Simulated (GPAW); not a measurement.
## Geometry relaxation, with input and output: SiNH₂F

SiNH₂F, computed with PBEsol/real-space grid, dispersion D3(0), scalar-relativistic datasets (GPAW 26.7.0).

The atoms were displaced at random from an optimised geometry.

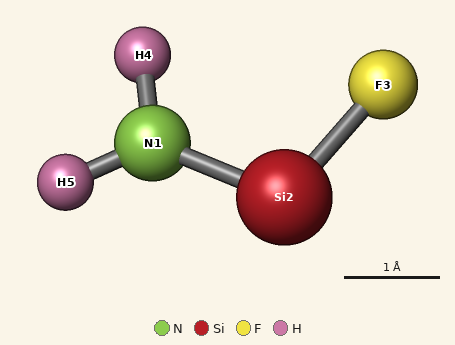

**Figure 1.** The structure as given in the input (ball-and-stick view, seen at a tilt; atoms are numbered from 1 in the order of the input). Bond lengths as drawn: F–Si 1.63 Å, H–N 1.01 to 1.06 Å and N–Si 1.64 Å.

Input (run.py)
```python
import numpy as np
from ase import Atoms
from ase.calculators.mixing import SumCalculator
from ase.io import write
from ase.optimize import BFGSLineSearch
from ase.units import Bohr
from dftd3.ase import DFTD3
from gpaw import GPAW, setup_paths
from gpaw.atom.configurations import parameters
from gpaw.atom.generator import Generator

positions_bohr = np.array(
              [[ -0.744269,   0.371439,  -0.609994],
               [  0.307566,  -2.079239,   0.954298],
               [  3.047378,  -1.030553,   1.897056],
               [  0.213044,   2.122329,  -0.798772],
               [ -2.450637,   0.557586,  -1.432337]])
molecule = Atoms(['N', 'Si', 'F', 'H', 'H'], positions=positions_bohr * Bohr)
molecule.center(vacuum=4.5)

for symbol in ['F', 'H', 'N', 'Si']:
    Generator(symbol, xcname='PBEsol', scalarrel=True, nofiles=True, txt=None).run(**parameters[symbol])
setup_paths.insert(0, '.')

calc = GPAW(mode='fd',
            poissonsolver={'name': 'MomentCorrectionPoissonSolver', 'poissonsolver': 'fast', 'moment_corrections': 9},
            xc='PBEsol',
            h=0.18,
            maxiter=120,
            symmetry='off',
            txt='run.txt')
molecule.calc = SumCalculator([DFTD3(method='PBEsol', damping='d3zero'), calc])

opt = BFGSLineSearch(molecule, trajectory='run.traj')
converged = opt.run(fmax=0.03, steps=60)
print('Converged:', converged)
print(f'Final energy = {molecule.get_potential_energy():.5f} eV')
print(f'r(F2-Si1) = {molecule.get_distance(2, 1):.4f} Ang')
print(f'r(H4-N0) = {molecule.get_distance(4, 0):.4f} Ang')
write('relaxed.xyz', molecule)
```

Hardware: 1 thread of Arm Neoverse V1, 24 GiB of memory available, shared host.

Command:
```bash
python run.py > run.log
```

Log
```
Step[ FC]     Time          Energy          fmax
BFGSLineSearch:    0[  0] 00:00:00      -26.828688       3.8297
BFGSLineSearch:    1[  2] 00:00:45      -26.966186       0.6746
BFGSLineSearch:    2[  4] 00:01:25      -26.977122       0.2127
BFGSLineSearch:    3[  6] 00:01:59      -26.977909       0.1954
BFGSLineSearch:    4[  8] 00:02:32      -26.979175       0.1601
BFGSLineSearch:    5[ 10] 00:03:04      -26.980524       0.1537
BFGSLineSearch:    6[ 11] 00:03:21      -26.982936       0.2311
BFGSLineSearch:    7[ 14] 00:04:09      -26.986287       0.1706
BFGSLineSearch:    8[ 16] 00:04:39      -26.986808       0.1400
BFGSLineSearch:    9[ 18] 00:05:10      -26.987979       0.0899
BFGSLineSearch:   10[ 19] 00:05:25      -26.989150       0.0853
BFGSLineSearch:   11[ 20] 00:05:39      -26.989722       0.0323
BFGSLineSearch:   12[ 21] 00:05:53      -26.990027       0.0331
BFGSLineSearch:   13[ 24] 00:06:35      -26.990254       0.0566
BFGSLineSearch:   14[ 25] 00:06:50      -26.990357       0.0229
Converged: True
Final energy = -26.99036 eV
r(F2-Si1) = 1.6483 Ang
r(H4-N0) = 1.0188 Ang
```

Trajectory as extended XYZ (Å, eV, eV/Å), 15 frames, from step=0 to step=14
```
5
Properties=species:S:1:pos:R:3:forces:R:3 step=0 energy=-26.82869
N     5.4030    5.7968    4.9352    0.3192   3.6173  -1.2164
Si    5.9596    4.5000    5.7630    0.2582  -2.4250   1.1447
F     7.4094    5.0549    6.2618    0.4693   0.2271   0.0802
H     5.9096    6.7234    4.8353   -0.4430  -1.2195   0.2074
H     4.5000    5.8953    4.5000   -0.5607  -0.2867  -0.1868
5
Properties=species:S:1:pos:R:3:forces:R:3 step=1 energy=-26.96619
N     5.4066    5.8381    4.9213    0.0214  -0.1370   0.1240
Si    5.9625    4.4723    5.7760   -0.1281  -0.3857   0.0957
F     7.4148    5.0575    6.2628    0.2241   0.0335   0.0015
H     5.9045    6.7095    4.8376    0.4018   0.5410  -0.0303
H     4.4936    5.8921    4.4979   -0.4585  -0.0917  -0.2069
5
Properties=species:S:1:pos:R:3:forces:R:3 step=2 energy=-26.97712
N     5.4074    5.8384    4.9230   -0.1518   0.1452  -0.0338
Si    5.9598    4.4612    5.7793    0.0699  -0.0186   0.0426
F     7.4204    5.0585    6.2629   -0.0265  -0.0917  -0.0884
H     5.9133    6.7207    4.8371    0.0836   0.0158   0.0178
H     4.4826    5.8897    4.4930    0.0763  -0.0794   0.0274
5
Properties=species:S:1:pos:R:3:forces:R:3 step=3 energy=-26.97791
N     5.4043    5.8399    4.9229    0.0834   0.1627   0.0691
Si    5.9609    4.4608    5.7800   -0.0089   0.0189  -0.0127
F     7.4202    5.0567    6.2611    0.0217  -0.0499  -0.0671
H     5.9159    6.7225    4.8374   -0.0048  -0.0898   0.0168
H     4.4833    5.8880    4.4931   -0.0569  -0.0513  -0.0384
5
Properties=species:S:1:pos:R:3:forces:R:3 step=4 energy=-26.97918
N     5.4036    5.8463    4.9282   -0.0746  -0.0033   0.0335
Si    5.9615    4.4634    5.7792   -0.1166  -0.0260  -0.0468
F     7.4208    5.0510    6.2546    0.1525   0.0323  -0.0367
H     5.9210    6.7229    4.8383   -0.0124  -0.0090  -0.0126
H     4.4814    5.8829    4.4912    0.0975  -0.0040   0.0267
5
Properties=species:S:1:pos:R:3:forces:R:3 step=5 energy=-26.98052
N     5.4004    5.8528    4.9350   -0.0216  -0.1287   0.0456
Si    5.9570    4.4648    5.7763    0.0592   0.0211   0.0197
F     7.4281    5.0469    6.2468   -0.0185  -0.0584  -0.1410
H     5.9251    6.7225    4.8387   -0.0175   0.0520  -0.0336
H     4.4832    5.8777    4.4904    0.0390   0.0525  -0.0040
5
Properties=species:S:1:pos:R:3:forces:R:3 step=6 energy=-26.98294
N     5.3960    5.8599    4.9501   -0.0019  -0.1517   0.0407
Si    5.9543    4.4636    5.7753    0.1531   0.0589   0.0390
F     7.4416    5.0348    6.2184   -0.1581  -0.1320  -0.1049
H     5.9280    6.7227    4.8363   -0.0124   0.0596  -0.0307
H     4.4881    5.8739    4.4872    0.0144   0.0788   0.0087
5
Properties=species:S:1:pos:R:3:forces:R:3 step=7 energy=-26.98629
N     5.3927    5.8629    4.9678   -0.0233  -0.0548  -0.0596
Si    5.9547    4.4588    5.7755    0.0796   0.0264   0.0128
F     7.4509    5.0162    6.1899   -0.0718  -0.1546  -0.0045
H     5.9268    6.7229    4.8316    0.0113  -0.0057   0.0154
H     4.4946    5.8777    4.4864   -0.0311   0.0356   0.0414
5
Properties=species:S:1:pos:R:3:forces:R:3 step=8 energy=-26.98681
N     5.3920    5.8625    4.9691   -0.0080  -0.0248  -0.0627
Si    5.9547    4.4578    5.7752    0.0583   0.0067   0.0097
F     7.4529    5.0102    6.1860   -0.0866  -0.0928   0.0591
H     5.9265    6.7222    4.8313    0.0136  -0.0131   0.0196
H     4.4945    5.8792    4.4873   -0.0460   0.0259   0.0420
5
Properties=species:S:1:pos:R:3:forces:R:3 step=9 energy=-26.98798
N     5.3929    5.8567    4.9629    0.0585   0.0386  -0.0562
Si    5.9560    4.4558    5.7752   -0.0384  -0.0529  -0.0081
F     7.4504    5.0038    6.1924    0.0039   0.0127  -0.0766
H     5.9240    6.7200    4.8321    0.0220  -0.0259   0.0245
H     4.4911    5.8849    4.4915   -0.0762  -0.0084   0.0285
5
Properties=species:S:1:pos:R:3:forces:R:3 step=10 energy=-26.98915
N     5.3955    5.8521    4.9539    0.0409   0.0075   0.0039
Si    5.9535    4.4524    5.7728   -0.0651  -0.0488  -0.0257
F     7.4469    5.0000    6.1894    0.0652   0.0444   0.0007
H     5.9252    6.7174    4.8347    0.0219  -0.0147   0.0085
H     4.4854    5.8886    4.4994   -0.0583  -0.0051   0.0166
5
Properties=species:S:1:pos:R:3:forces:R:3 step=11 energy=-26.98972
N     5.3975    5.8484    4.9486   -0.0200   0.0039   0.0046
Si    5.9517    4.4488    5.7703   -0.0095  -0.0204  -0.0137
F     7.4463    4.9991    6.1883    0.0215   0.0205   0.0126
H     5.9281    6.7143    4.8368    0.0075  -0.0167  -0.0022
H     4.4796    5.8908    4.5072    0.0008   0.0063   0.0293
5
Properties=species:S:1:pos:R:3:forces:R:3 step=12 energy=-26.99003
N     5.3976    5.8453    4.9462   -0.0295   0.0110   0.0103
Si    5.9517    4.4451    5.7674    0.0136  -0.0005  -0.0072
F     7.4458    4.9988    6.1877   -0.0010   0.0060   0.0172
H     5.9306    6.7104    4.8377   -0.0047  -0.0165  -0.0057
H     4.4746    5.8940    4.5155    0.0196   0.0102   0.0210
5
Properties=species:S:1:pos:R:3:forces:R:3 step=13 energy=-26.99025
N     5.3945    5.8441    4.9494    0.0230  -0.0213   0.0472
Si    5.9544    4.4407    5.7625    0.0157   0.0207   0.0013
F     7.4461    5.0001    6.1874   -0.0197  -0.0072   0.0062
H     5.9336    6.7045    4.8370   -0.0098   0.0087  -0.0027
H     4.4693    5.8993    4.5266   -0.0097   0.0069  -0.0013
5
Properties=species:S:1:pos:R:3:forces:R:3 step=14 energy=-26.99036
N     5.3932    5.8448    4.9544    0.0211  -0.0035   0.0081
Si    5.9561    4.4396    5.7618    0.0042   0.0137   0.0064
F     7.4464    5.0006    6.1875   -0.0068  -0.0079   0.0059
H     5.9337    6.7036    4.8364   -0.0040   0.0115   0.0069
H     4.4688    5.9005    4.5299   -0.0125  -0.0016  -0.0002
```

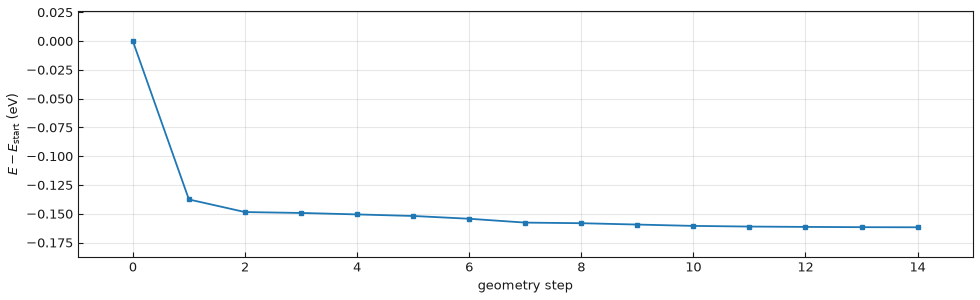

**Figure 2.** Progress of the relaxation, step by step (steps are counted from 0).

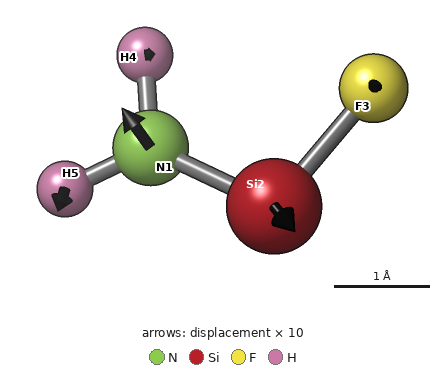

**Figure 3.** The starting structure with the displacements as black arrows, magnified 10 times (ball-and-stick view, seen at a tilt). The two geometries are laid on each other by the best rigid fit. Over 14 geometry steps the energy falls by 0.162 eV. The largest force component goes from 3.6 to 0.021 eV/Å. N1 moves most after the best rigid fit: 0.053 Å. By element the largest moves are N 0.053 Å, Si 0.041 Å, H 0.028 Å, F 0.012 Å. Among the contacts that change: N1–Si2 1.636 → 1.716 Å, N1–H4 1.061 → 1.021 Å, Si2–F3 1.631 → 1.648 Å, N1–H5 1.007 → 1.019 Å. Among the angles that change: H4–N1–H5 107.6° → 112.7°, Si2–N1–H5 127.0° → 122.6°, N1–Si2–F3 100.8° → 98.0°. (Atoms are counted from 1 in the order of the input.)

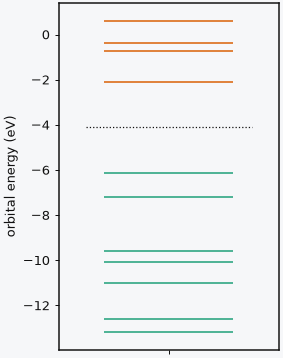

**Figure 4.** Orbital energies near the frontier; the dotted line parts filled from empty levels, and levels within 0.02 eV of each other stand side by side. Highest filled −6.13 eV, lowest empty −2.10 eV, 4.03 eV apart.

Summary

| quantity | value |
| --- | --- |
| outcome | converged |
| energy relative to the program's reference atoms | −26.9904 eV |
| dispersion energy | −0.000359 hartree |
| largest force | 0.023 eV/Å |
| HOMO | −6.13 eV |
| LUMO | −2.10 eV |
| dipole moment | 2.42 D |
| wall time | 7.3 min |
| peak memory | 0.84 GiB |

Notes

Further notes kept with the run: datasets made with stock radii, not tested.
